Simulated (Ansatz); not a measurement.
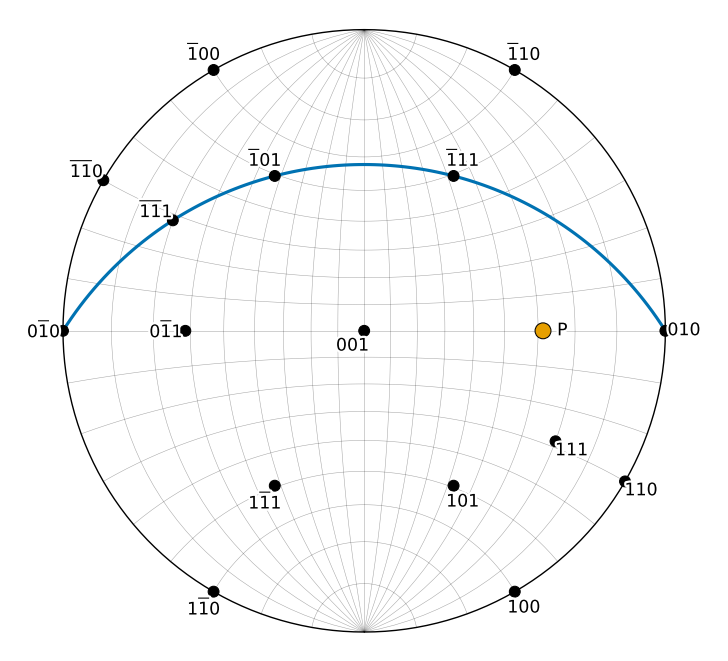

Stereographic projection of plane normals (upper hemisphere) centred on (0 0 1). Crystal: Ti, a calculation's input that goes back to an entry of the Crystallography Open Database (an earlier step may have relaxed or displaced it). The drawing is computed from the coordinates (standard cell, symmetry found to 0.002 Å).

a = 2.950 Å, b = 2.950 Å, c = 4.686 Å, α = 90.00°, β = 90.00°, γ = 120.00°.

**Index the pole marked P.**

P is (0 1 1), in four indices (0 1 −1 1), 61.4° from the centre.

**Which zone does the coloured great circle trace?**

The zone [1 0 1]: its poles satisfy h + l = 0.

**What is the angle between the normals of (0 0 1) and (1 −1 1), and what are their d_hkl = 1/|g|?**

61.4°; d = 4.686 Å and 2.243 Å.
